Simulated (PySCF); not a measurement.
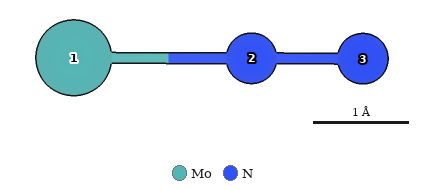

Figure 1. The structure (ball-and-stick view, seen at a tilt; atoms are numbered from 1 in the order of the input). Sticks mark near contacts. Bond lengths as drawn: Mo–N 1.87 Å and N–N 1.17 Å.

**Frequency calculation of MoN2 (charge −1)**

System: MoN2, charge −1, multiplicity 4.
Method: UKS-based PBE, Mo def2-SVPD with ECP28, N def2-SVPD; non-relativistic Hamiltonian with a scalar-relativistic core potential; density fitting (PySCF 2.14.0).

The input:
```python
from pyscf import gto, scf, dft
mol = gto.M(atom='''
Mo    -0.179889    -0.000000    -0.516853
N      0.435915     0.000000     1.252462
N      0.821706    -0.000000     2.360907''',
    basis={'Mo': 'def2-SVPD', 'N': 'def2-SVPD'},
    ecp={'Mo': 'def2-SVPD'},
    charge=-1, spin=3)
mf = dft.UKS(mol, xc='PBE')
mf.grids.atom_grid = (75, 302)
aux = {'Mo': 'def2-universal-JKFIT', 'N': 'def2-universal-JKFIT'}
mf = mf.density_fit(auxbasis=aux)
mf.conv_tol = 1e-09
mf.diis_space = 10
mf.max_cycle = 60
mf.verbose = 4
mf.kernel()
```

The script is an equivalent of the set-up of the self-consistent field. The run itself was carried out by a driver, which started from the orbitals of the step before it where there was one and computed the further properties.

Run on 2 threads of Arm Neoverse V1, 24 GiB of memory available, shared host.

Run as:
```bash
OMP_NUM_THREADS=2 python axn.py task.json out
```

Log:
```
init E= -177.465317942906
  alpha nocc = 16  HOMO = 0.0208275085775008  LUMO = 0.106220447773195
  beta  nocc = 13  HOMO = 0.0442170955016147  LUMO = 0.0529307048364456
  HOMO = 0.0442170955016  LUMO = 0.0529307048364  gap/eV = 0.23711
cycle= 1 E= -177.465317942132  delta_E= 7.74e-10  |g|= 3.65e-05  |ddm|= 6.21e-05
  alpha nocc = 16  HOMO = 0.0208454409019674  LUMO = 0.106237874892298
  beta  nocc = 13  HOMO = 0.0442221722106124  LUMO = 0.0529354662061886
  HOMO = 0.0442221722106  LUMO = 0.0529354662062  gap/eV = 0.23710
cycle= 2 E= -177.465317907712  delta_E= 3.44e-08  |g|= 0.000244  |ddm|= 0.000332
  alpha nocc = 16  HOMO = 0.0208317685594362  LUMO = 0.106224581930071
  beta  nocc = 13  HOMO = 0.0442199817847226  LUMO = 0.0529335269073759
  HOMO = 0.0442199817847  LUMO = 0.0529335269074  gap/eV = 0.23711
cycle= 3 E= -177.465317942871  delta_E= -3.52e-08  |g|= 9.64e-06  |ddm|= 0.000277
  alpha nocc = 16  HOMO = 0.020830558376868  LUMO = 0.106223427607186
  beta  nocc = 13  HOMO = 0.0442185863927952  LUMO = 0.0529321400890923
  HOMO = 0.0442185863928  LUMO = 0.0529321400891  gap/eV = 0.23711
cycle= 4 E= -177.46531794293  delta_E= -5.97e-11  |g|= 1.27e-06  |ddm|= 2.48e-05
  alpha nocc = 16  HOMO = 0.0208303811404268  LUMO = 0.106223263983898
  beta  nocc = 13  HOMO = 0.0442183295215051  LUMO = 0.0529318809128673
  HOMO = 0.0442183295215  LUMO = 0.0529318809129  gap/eV = 0.23711
Extra cycle  E= -177.465317942924  delta_E= 6.25e-12  |g|= 4.03e-06  |ddm|= 6.58e-06
converged SCF energy = -177.465317942924  <S^2> = 4.0292757  2S+1 = 4.137282
```

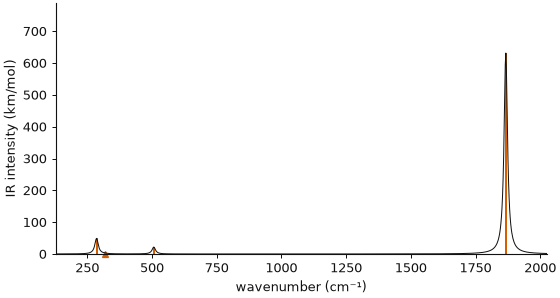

Figure 2. Harmonic infrared spectrum, unscaled: sticks (degenerate modes added up, dark ones marked on the axis) with a Lorentzian envelope of 16 cm⁻¹ full width, scaled to the tallest stick. 4 modes from 286 to 1867 cm⁻¹, none imaginary. The strongest line is at 1867 cm⁻¹ (631 km/mol). All modes, in cm⁻¹ (km/mol): 286 (49), 320 (0.9), 507 (22), 1867 (631). The two bends of a linear molecule should be equal; they aren't, because the electronic state found breaks the axial symmetry.

Key numbers:

```json
{"quantity": "outcome", "value": "converged"}
{"quantity": "total energy", "value": "−177.465318 hartree"}
{"quantity": "⟨S²⟩", "value": "4.029"}
{"quantity": "zero-point energy", "value": "0.006788 hartree"}
{"quantity": "wavenumbers, lowest and highest", "value": "286 and 1867 cm⁻¹"}
{"quantity": "wall time", "value": "26 s (CPU time 49 s)"}
{"quantity": "peak memory", "value": "0.69 GiB"}
```

Remarks:

Checks after the run noted: the SCF density has lower symmetry than the nuclear frame; spin contamination. The highest filled orbital lies above zero: either the extra electron isn't bound at this level, or the self-interaction error of the functional lifts the level.
